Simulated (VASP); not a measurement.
Band structure of Al (fcc). Method: PBE GGA with D4 dispersion, VASP's PBE PAW potentials (set 64) (plane waves; VASP 6.6.1).

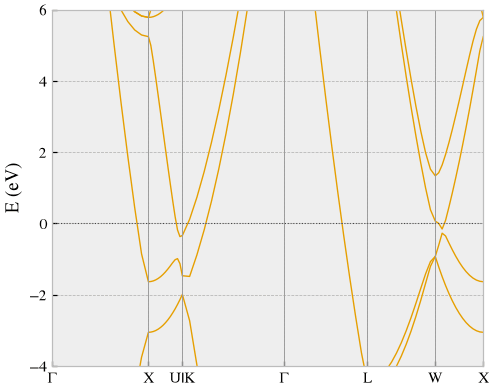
Figure: Bands along high-symmetry lines, zero at the valence-band maximum or, without a gap, the Fermi level

**Question.** Read the plot: is there a gap, and where are the band edges?

**Answer.** It has no gap at this level: it comes out as a metal or semimetal. (Edges off the drawn lines would not show.)

The compound is Al in the fcc structure. It was relaxed first, which changed the volume by -5 %.
